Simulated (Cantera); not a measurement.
A closed system holds: 1 mol (CH₃)₂SiCl₂, 0.024 mol C₃H₈, 13 mol H₂, at 1123.15 K.

Cantera equilibrium calculation (NASA polynomials, part measured and part estimated; ideal gas, pure solids and liquids). Candidate condensed phases: C, C₆H₆, C₇H₈, C₈H₁₈, Si, SiC; 109 gas species. The feed counts by its element totals alone. The tables' values for SiCl₃ are old estimates; treat these amounts as uncertain. Rates play no part.

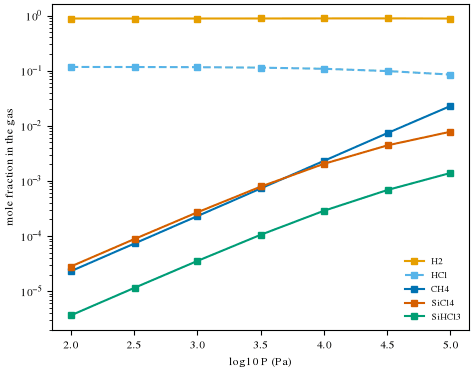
Equilibrium gas composition (values under 1e-9 drawn at 1e-9)

From 100 Pa to 100000 Pa the condensed part is C(graphite) + SiC(s). The main Si-bearing gas is SiCl₂ at 100 Pa and SiCl₄ at 100000 Pa. The share of Si in condensed phases is highest at 100 Pa (99.9 %) and lowest at 100000 Pa (84.5 %).
